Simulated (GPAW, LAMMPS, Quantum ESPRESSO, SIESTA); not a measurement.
# Amorphous film on crystalline C with 5 % Si on C sites, (100) (216 atoms) in SIESTA, part 2 of 2

How do the settings of SIESTA change the result for amorphous film on crystalline C with 5 % Si on C sites, (100) (216 atoms)? A plane-wave run serves as the yardstick.

Program: SIESTA 5.4.2; the method stands at each step. Banners, paths, timers and routine set-up lines are dropped from the logs unmarked, and long logs keep their key lines alone; longer cuts are marked. The potentials were converted by us to PSML.

So far. Step 2 (PBE, DZP, shift 0.01 Ry, mesh 300 Ry): Forces lie 16 % from the reference's, at 0.44 times its CPU time. Step 3 (PBE, DZP, shift 0.01 Ry, mesh 200 Ry): Against the first run (16 %), the force difference from the reference is 16 %, at 0.73 times the CPU time: the change moves forces by 0.93 meV/Å r.m.s., so most of the difference comes from elsewhere.

## (4) PBE, SZP, shift 0.01 Ry, mesh 300 Ry

Method: Kohn-Sham DFT, PBE, PseudoDojo 0.4.1 norm-conserving pseudopotentials (converted to PSML), numerical atomic orbitals (SZP), diagonalisation.

File input.fdf:

```
SystemLabel cell
NumberOfAtoms 216
NumberOfSpecies 2
%block ChemicalSpeciesLabel
  1 6 C
  2 14 Si
%endblock ChemicalSpeciesLabel
LatticeConstant 1.0 Ang
%block LatticeVectors
  10.69800 0.00000 0.00000
  0.00000 10.69800 0.00000
  0.00000 0.00000 22.98329
%endblock LatticeVectors
PAO.BasisSize SZP
PAO.EnergyShift 0.01 Ry
XC.Functional GGA
XC.Authors PBE
MeshCutoff 300 Ry
%block kgrid_Monkhorst_Pack
  1 0 0 0.0
  0 1 0 0.0
  0 0 1 0.0
%endblock kgrid_Monkhorst_Pack
SolutionMethod diagon
OccupationFunction FD
ElectronicTemperature 580 K
SCF.Mixer.Method Pulay
SCF.Mixer.Weight 0.05
SCF.Mixer.History 8
SCF.Mix Hamiltonian
MaxSCFIterations 300
SCF.DM.Tolerance 1e-04
SCF.H.Tolerance 1.0e-3 eV
WriteForces T
Write.HirshfeldPop T
Write.VoronoiPop T
Write.DM F
Write.H F
XML.Write F
AtomicCoordinatesFormat Fractional
%block AtomicCoordinatesAndAtomicSpecies
[... 216 atom lines left out: the same atoms as in the first run ...]
%endblock AtomicCoordinatesAndAtomicSpecies
```

Started as:

```console
OMP_NUM_THREADS=1 mpirun -np 4 siesta < input.fdf > output.txt
```

Log:

```text
Version         : 5.4.2
reinit: System Name:
reinit: System Label: cell
initatom: Reading input for the pseudopotentials and atomic orbitals ----------
Species number:   1 Atomic number:    6 Label: C
Species number:   2 Atomic number:   14 Label: Si
Ground state valence configuration (from tables):   2s02  2p02  3d00  4f00
[... lines left out ...]
SCF Convergence by DM+H criterion
[... lines left out ...]
SCF cycle converged after 25 iterations
[... lines left out ...]
   Max    4.761732
[... lines left out ...]
   Max    4.761732    constrained
Stress tensor Voigt[x,y,z,yz,xz,xy] (kbar):      -68.28      -78.85     -115.50       -3.90       -2.99      -34.03
[... lines left out ...]
siesta: FreeEng =    -34481.280137
[... lines left out ...]
siesta:         Fermi =      -5.443569
[... lines left out ...]
siesta:          87.54529589         57.33444791  kBar
[... lines left out ...]
    (Free)E + p_basis*V_orbitals       =      -34409.131692 eV
    (Free)Eharris+ p_basis*V_orbitals  =      -34409.131695 eV
siesta: Electric dipole (a.u.)  =    0.000000    0.000000    2.555585
siesta: Electric dipole (Debye) =    0.000000    0.000000    6.495648
Hirshfeld Atomic Populations:
Atom #   charge [q] valence [e]  Species
     1    -0.040381    4.040381  C
     2    -0.012274    4.012274  C
     3     0.025351    3.974649  C
[...]
23     0.211476    3.788524  Si
[...]
57     0.214055    3.785945  Si
[...]
66     0.174382    3.825618  Si
[...]
--------------------
 Total    -0.000009
Voronoi Atomic Populations:
Atom #   charge [q] valence [e]  Species
[...]
160     0.439879    3.560121  Si
[...]
189     0.375153    3.624847  Si
[...]
215    -0.148098    4.148098  C
   216    -0.268703    4.268703  C
--------------------
 Total    -0.000010
```

The job ended after 3.8 min (4 MPI ranks of Arm Neoverse V2, shared host; peak memory 3 GiB).

Compared with the plane-wave run:

| Item | Value |
| --- | --- |
| r.m.s. force component | 1.325 eV/Å |
| r.m.s. difference of force components | 554.5 meV/Å |
| longest difference of force vectors | 2273 meV/Å |
| force difference over r.m.s. force | 49.67 % |
| slope of forces against the reference's | 1.081 |
| correlation of force components | 0.9107 |

This is a coarse setting, run to see what it loses.

Against the first run (16 %), the force difference from the reference is 50 %, at 0.62 times the CPU time, with 1944 basis functions against 2808: the smaller basis costs accuracy.

## (5) Side by side

Differences are against the plane-wave reference, forces as r.m.s. over components; share is that over the reference's r.m.s. force, slope the least-squares factor from reference forces to these. Total energies of different programs have different zeros and aren't compared.

```
                                                 run  Δ force, r.m.s. (meV/Å)  share (%)  slope  cores  CPU time  memory (GiB)
                                           reference                        -          -      -      4    56 min            12
         SIESTA PBE, DZP, shift 0.01 Ry, mesh 300 Ry                      183       16.4  1.022      4    25 min           3.9
         SIESTA PBE, DZP, shift 0.01 Ry, mesh 200 Ry                      183       16.4  1.022      4    18 min           2.9
SIESTA PBE, SZP, shift 0.01 Ry, mesh 300 Ry (coarse)                      554       49.7  1.081      4    15 min           3.0
```

Rows marked coarse were listed beforehand as settings not expected to be converged; some can still land near the reference.

CPU time is summed over cores on a shared host, where runs went side by side, so it is rough. Symmetry, cutoffs, thresholds, outputs and thread counts weren't matched or tuned between programs; memory under MPI is the largest rank's times the ranks.

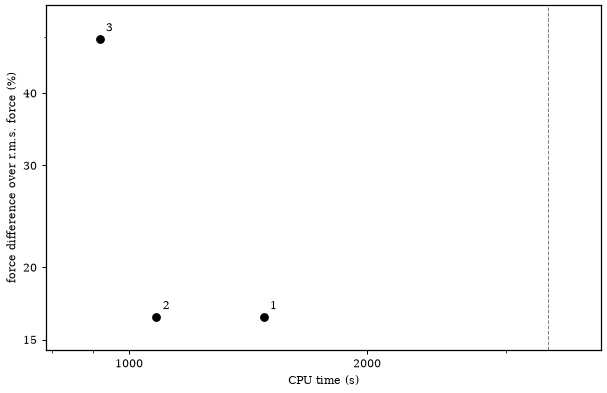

Force difference against CPU time; the dashed line marks the reference's time. Points: 1 SIESTA PBE, DZP, shift 0.01 Ry, mesh 300 Ry; 2 SIESTA PBE, DZP, shift 0.01 Ry, mesh 200 Ry; 3 SIESTA PBE, SZP, shift 0.01 Ry, mesh 300 Ry.

Within one program, basis, potentials and functional, energies share a zero. Each run against its twin at the usual cutoff or grid and solver:

```
                                        run                             twin  Δ energy (meV/atom)  Δ force, r.m.s. (meV/Å)  CPU time over the twin's
SIESTA PBE, DZP, shift 0.01 Ry, mesh 200 Ry  DZP, shift 0.01 Ry, mesh 300 Ry               0.0857                    0.926                      0.73
```

## (6) Outcome

```
nearest in forces : a tie at 16 % of 2 runs: SIESTA PBE, DZP, shift 0.01 Ry, mesh 300 Ry; SIESTA PBE, DZP, shift 0.01 Ry, mesh 200 Ry
```

**Reading.** The PBE runs in local orbitals, coarse settings apart, differ by 16 % in each run; basis, grid and potentials can all enter. Runs with settings chosen to be coarse differ by 50 % (SIESTA PBE, SZP, shift 0.01 Ry, mesh 300 Ry), their programs' other errors included. Of the electronic-structure runs that take under half the reference's CPU time, SIESTA PBE, DZP, shift 0.01 Ry, mesh 300 Ry is among the nearest, at 16 % in 25 min against 56 min. The network of bonds at the start is that of the classical potential that made the cell, and needn't be the one that DFT or experiment would give. The runs have no spin polarisation, so any moments at edges, vacancies or dangling bonds can't form. The electronic-structure runs sample only Γ, in a cell whose shortest periodic width is 11 Å, which is coarse for a cell with partly filled levels.

[Also dropped from logs without a mark: logging warnings of Python, and SIESTA's first energy breakdown and zero terms.]

[Logs are printed without paths, hosts, clocks, repeated set-up lines and the standing remarks that a program may print on its own settings, such as how far it seeks lower states.]

[Hosts, paths, dates, database ids (printed as entryN), source tags and the programs' standing remarks are cut or masked in the printed files.]
